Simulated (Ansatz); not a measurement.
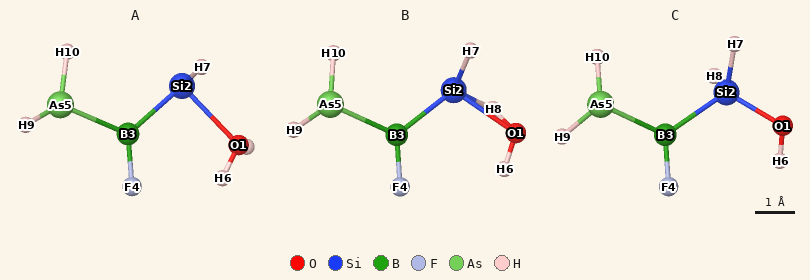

3 geometries from a converged minimum-energy path of BSiAsH$_{5}$OF, shuffled. A ball-and-stick model, seen at a tilt.

Method: Ansatz 0.2.0, RKS revPBE/def2-SVP. Run with 7 movable images; climbing image; force threshold 0.03 eV/Å; iteration limit 60; starting path through a guess of the saddle point.

Which of them lies highest in energy?

Answer. B. In order along the path, whose images run from 0 to 8: C (image 2, 0.00 eV), B (image 5, +2.70 eV), A (image 7, +1.90 eV). A hydrogen atom shifts from one atom to another. Breaking: Si2–H8 (1.50 → 1.64 at the top → 2.57 Å). Forming: O1–H8 (2.56 → 1.31 at the top → 0.98 Å).

Cost: 120 s on 2 threads of AMD EPYC 9R45 96-Core Processor (Zen 5) (shared host), peak memory 0.19 GiB.
